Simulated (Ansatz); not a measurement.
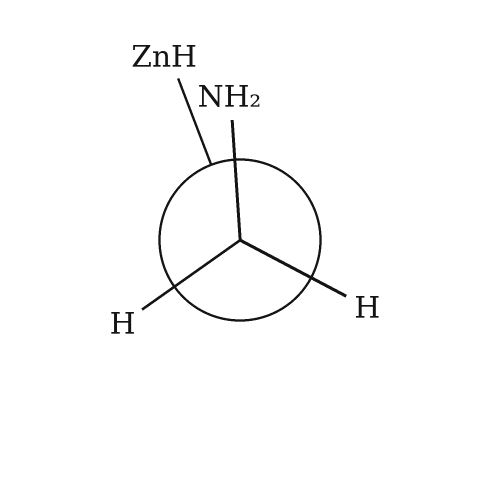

A Newman projection along the C–O bond, carbon in front; angles are drawn as computed, but eclipsed bonds slightly apart. The computed structure is the end point of a PBE0-D4/def2-TZVP optimisation. No frequency run is at hand to confirm it as a minimum.

Which molecule is it?

Answer. CH5NOZn, NC[O][ZnH]

What is the torsion angle from the front NH2 to the back ZnH? The sign is positive where the front bond must turn clockwise to cover the back bond.

Answer. 0°, synperiplanar (eclipsed).
